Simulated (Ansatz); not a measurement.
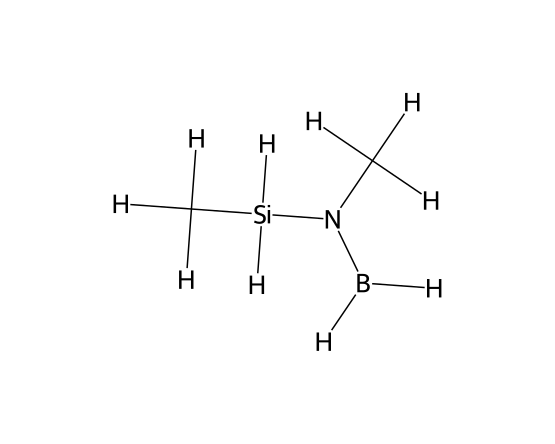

The geometry was computed by an optimisation with PBE0-D4/def2-TZVP. Program: Ansatz 0.2.0.

At this fixed geometry, give HOMO energy (eV), dipole (D), HOMO–LUMO gap (eV) at these levels: B3LYP-D4/def2-TZVPP; PBE-D4/def2-TZVPP; r2SCAN-D4/def2-TZVPP; ωB97M-V/def2-TZVPP.

| level | HOMO energy (eV) | dipole (D) | HOMO–LUMO gap (eV) |
| --- | --- | --- | --- |
| B3LYP-D4/def2-TZVPP | −7.62 | 1.94 | 7.35 |
| PBE-D4/def2-TZVPP | −6.62 | 2.08 | 5.63 |
| r2SCAN-D4/def2-TZVPP | −6.83 | 2.02 | 6.21 |
| ωB97M-V/def2-TZVPP | −10.12 | 1.93 | 11.85 |
